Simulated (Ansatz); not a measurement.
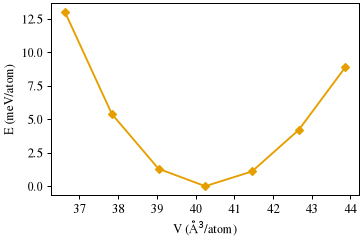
*Mg (diamond, Fd-3m) under volume change, PBE (plane waves, PAW; program Ansatz), scaled uniformly.*

**Question.** What does a third-order Birch–Murnaghan fit give for V₀, B₀ and B′?

**Answer.** V₀ = 40.26 Å³/atom, B₀ = 10.5 GPa, B′ = 5.0.

The start of the workflow was typed in or built on a structure type; neither database checked (COD, Materials Project) lists it. It is not the phase usual at ambient conditions (space group No. 194). The PBE relaxation kept the symmetry of its start; its stability against distortions is not shown here.

Potentials: the earlier of the program's two PAW sets.
